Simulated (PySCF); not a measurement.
Sn(Br)(Me), SMILES [CH3][Sn][Br] (CH3BrSn), CAM-B3LYP/def2-SVP optimised geometry. Atoms within 1.6 Å of the plane z = 1.0 Å (x, y, z in Å): Sn1 (-0.67, -1.30, 0.00), Br2 (1.88, -1.30, 0.00), C3 (-0.83, 0.89, 0.00), H5 (-0.34, 1.29, 0.90), H6 (-1.88, 1.22, -0.02).

Calculation: CAM-B3LYP/def2-TZVP, def2 effective core potentials past Kr in PySCF. The core electrons that the potentials of Sn replace are not part of the density.

Map of the LUMO amplitude (bohr^(-3/2)) on the plane z = 1.0 Å; orbital energy -1.93 eV, overall sign arbitrary:

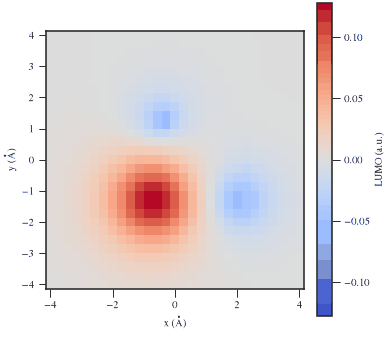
*LUMO amplitude (bohr^(-3/2)) on the plane z = 1.0 Å.*
